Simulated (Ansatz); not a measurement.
# Calculations on Si₂H₇F

## 1. Relaxation

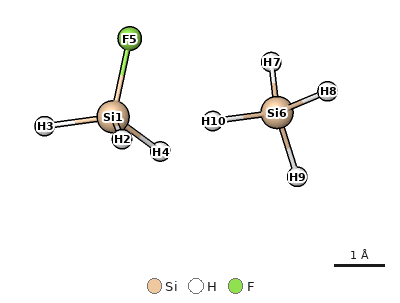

This is the input geometry for a relaxation of Si2H7F. Style: ball-and-stick. Shown at a tilt.

The run prepares an end point of a later path (reaction) calculation, from a guessed geometry.

Method: RHF/def2-SVP in Ansatz 0.2.0.

Input file:
```yaml
crystal:
  periodic: [false, false, false]
  atoms:
    - { symbol: Si, position_ang: [0.37542, -0.017069, -0.133806] }
    - { symbol: H, position_ang: [0.456801, 0.107374, 1.320627] }
    - { symbol: H, position_ang: [1.686301, 0.1318, -0.791165] }
    - { symbol: H, position_ang: [-0.576662, 0.972617, -0.664131] }
    - { symbol: F, position_ang: [-0.18811, -1.488639, -0.472691] }
    - { symbol: Si, position_ang: [-2.740466, 0.032247, 1.316254] }
    - { symbol: H, position_ang: [-2.922597, -0.70417, 0.048821] }
    - { symbol: H, position_ang: [-3.660908, -0.505902, 2.344506] }
    - { symbol: H, position_ang: [-3.033207, 1.469067, 1.097973] }
    - { symbol: H, position_ang: [-1.354673, -0.103325, 1.777711] }
basis:
  gaussian: { orbitals: def2-SVP }
hamiltonian:
  xc: hf
relax:
  f_tol: 0.03
  max_steps: 50
output:
  orbitals: {}
```

Launched with:
```bash
ansatz run input.yaml --threads 1 --pin off --max-ram 2048MiB --backend cpu --events-out ev --progress --plain --runs-dir out
```

Where does the relaxation end?

H4 moves most after the best rigid fit: 1.58 Å. Largest moves by element: H 1.58 Å, F 1.20 Å, Si 0.62 Å. Some distances before and after: Si1–Si6 3.437 → 4.559 Å, Si6–H10 1.467 → 1.481 Å, Si1–H2 1.462 → 1.473 Å. The energy falls by 9.65 kcal/mol in 27 accepted moves (28 points after the start). Largest force component: 0.66 eV/Å at the start, 0.022 eV/Å at the end. The line search rejected the trial step at point 17 of the run. The forces were under the threshold at step 6, but the run went on from there. The run took 35 s on 1 thread of Arm Neoverse V1, on a shared host, peak memory 0.14 GiB.

The structure at the end:

```xyz
10

Si    0.8972    0.2427   -0.3444
H     1.4012   -0.0933    0.9986
H     1.7383   -0.3680   -1.3880
H     0.8167    1.7030   -0.5248
F    -0.5948   -0.3610   -0.4859
Si   -3.2381   -0.2482    1.5098
H    -3.2928   -1.5240    0.7637
H    -4.3904   -0.1807    2.4417
H    -3.3093    0.8974    0.5754
H    -1.9860   -0.1739    2.2981
```

The end point in the same view:

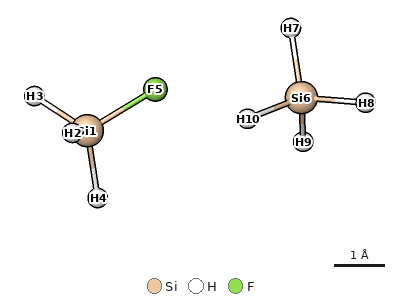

Limits of the set-up: Hartree-Fock leaves out electron correlation.

## 2. Relaxation

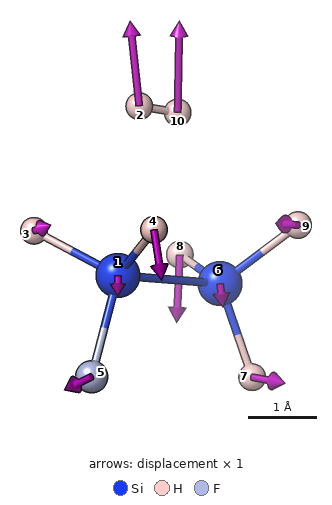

This is a relaxation of Si2H7F. The starting structure is drawn; purple arrows show the displacements, at their true length. The two geometries are superimposed by the best rigid fit.

A ball-and-stick model, seen from a free direction.

The run prepares an end point of a later path (reaction) calculation, from a guessed geometry.

Level of theory: RHF/def2-SVP in Ansatz 0.2.0.

The input:
```yaml
crystal:
  periodic: [false, false, false]
  atoms:
    - { symbol: Si, position_ang: [-0.459447, -0.21772, -0.342791] }
    - { symbol: H, position_ang: [0.127885, 0.87055, 2.021092] }
    - { symbol: H, position_ang: [0.632224, -0.899204, 0.380502] }
    - { symbol: H, position_ang: [-0.025477, 1.153148, -0.684765] }
    - { symbol: F, position_ang: [-0.673507, -1.019395, -1.73671] }
    - { symbol: Si, position_ang: [-2.420393, -0.235218, 0.795623] }
    - { symbol: H, position_ang: [-3.503896, -0.740573, -0.083809] }
    - { symbol: H, position_ang: [-2.325011, -1.110489, 1.990136] }
    - { symbol: H, position_ang: [-2.775735, 1.131545, 1.246173] }
    - { symbol: H, position_ang: [-0.534741, 0.961355, 2.258648] }
basis:
  gaussian: { orbitals: def2-SVP }
hamiltonian:
  xc: hf
relax:
  f_tol: 0.03
  max_steps: 50
```

Launched with:
```bash
ansatz run input.yaml --threads 1 --pin off --max-ram 2048MiB --backend cpu --events-out ev --progress --plain --runs-dir out
```

Q: Which element moves most?

A: Hydrogen: up to 1.39 Å, against 0.56 Å for fluorine.

Q: What happened in the run?

A: H10 moves most after the best rigid fit: 1.39 Å. By element the largest moves are H 1.39 Å, F 0.56 Å, Si 0.38 Å. Some distances before and after: Si1–Si6 2.268 → 2.364 Å, H2–H10 0.710 → 0.747 Å. Groups turn about Si1–Si6 by about 50°. After 14 accepted moves (15 points after the start) the energy has fallen by 0.273 eV. Largest force component: 1.5 eV/Å at the start, 0.028 eV/Å at the end. The line search rejected the trial step at point 5 of the run. The forces were under the threshold at step 12, but the run went on from there. Cost: 20 s on 1 thread of Arm Neoverse V1 (shared host), peak memory 0.14 GiB.

Limits of the set-up: the start holds two separate molecules, 2.5 Å apart at their closest, whose relative position is a soft coordinate and is computed without a dispersion correction; Hartree-Fock leaves out electron correlation.

## 3. Path

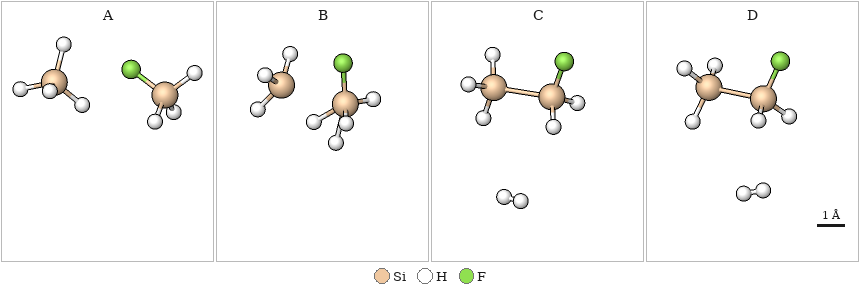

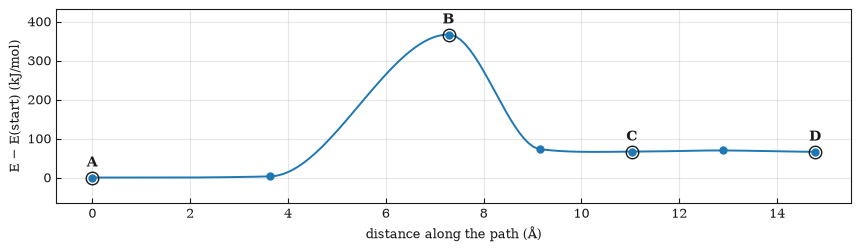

A search for the minimum-energy path of Si2H7F, made up at the start of SiH₃F and SiH₄ by the nudged elastic band. Images are numbered from 0 (start) to 6 (end). Frames A to D are images 0, 2, 4, 6. The picture is a ball-and-stick view, seen at a tilt.

Level of theory: RHF/def2-SVP in Ansatz. Set-up: 5 movable images; climbing image; force threshold 0.05 eV/Å; iteration limit 60; starting path through a guess of the saddle point.

Question: Read off the barrier and say what moves.

Answer: The path has more than one stage, and so few images may leave a stage unresolved. Breaking: 2 H–Si (1.47–1.48 → 4.24–4.41 Å). Forming: H–H (3.63 → 0.75 Å), Si–Si (4.56 → 2.36 Å). The highest point, image 2, lies 366.8 kJ/mol above the start and 300.6 kJ/mol above the end; the end is at +66.2 kJ/mol relative to the start. The band converged in 45 iterations. The largest component of the band force went from 6.8 to 0.045 eV/Å. The climbing image converged on the top of the path. Its vibrational analysis gives one imaginary mode (1701i cm⁻¹), as a transition state must have.

Limits of the set-up: the start holds two separate molecules, 3.1 Å apart at their closest, whose relative position is a soft coordinate and is computed without a dispersion correction; Hartree-Fock leaves out electron correlation.
